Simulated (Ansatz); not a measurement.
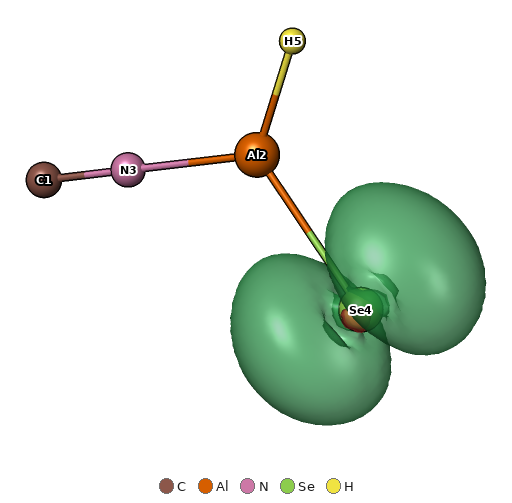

CHAlNSe (doublet). Isosurfaces of the spin density (α minus β) at +0.03 (green) and −0.03 e/Å³ (red), seen at a tilt.

Geometry: PBE0-D3(BJ)/def2-SVP.

Method: isolated molecule in a Gaussian basis; Kohn-Sham density functional theory, functional PBE0 (Ansatz 0.2.0).

| atom | x (Å) | y (Å) | z (Å) |
| --- | --- | --- | --- |
| C | -1.3175 | -3.2468 | 0.6533 |
| Al | -0.1374 | -1.7649 | 2.9719 |
| N | -0.8531 | -2.6614 | 1.5684 |
| Se | 2.0655 | -2.2141 | 3.4280 |
| H | -1.0099 | -0.7521 | 3.7966 |

Which atoms carry the spin?

Answer. The unpaired spin (1 electron) lies mostly on Se4 (about 0.9), in electrons by Hirshfeld's partition.
